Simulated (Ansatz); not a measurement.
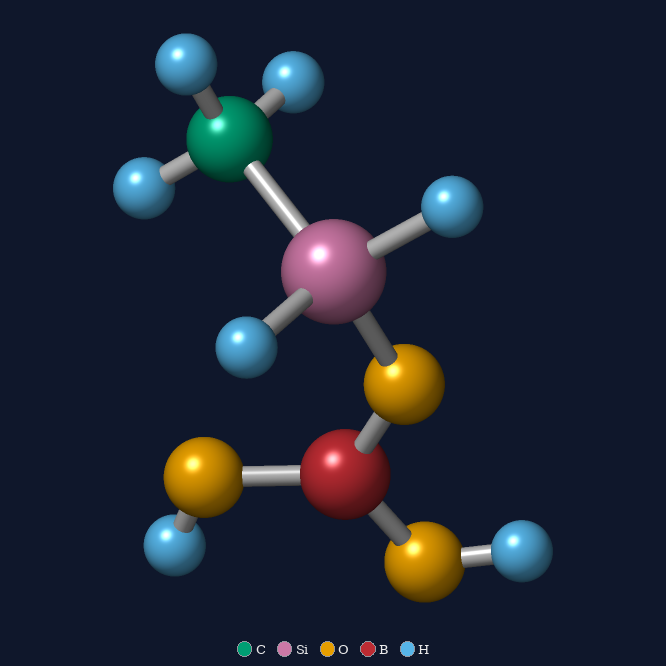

Source: calculation with Ansatz.

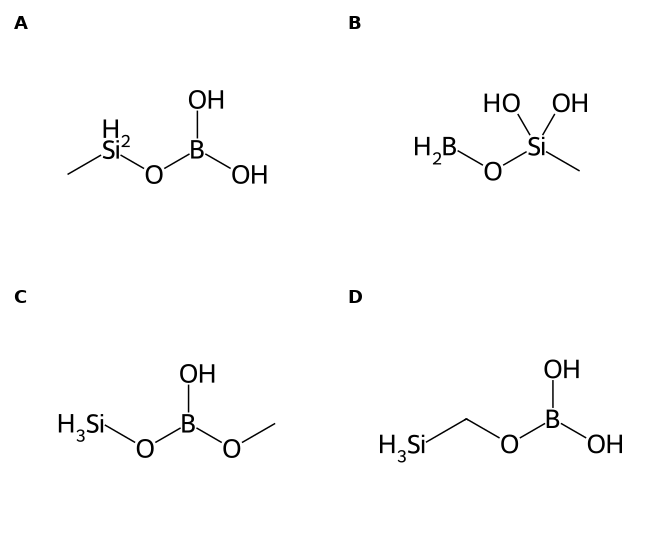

The first picture shows one of the molecules drawn in the second. Which?

Answer. A, `C[SiH2]OB(O)O`.
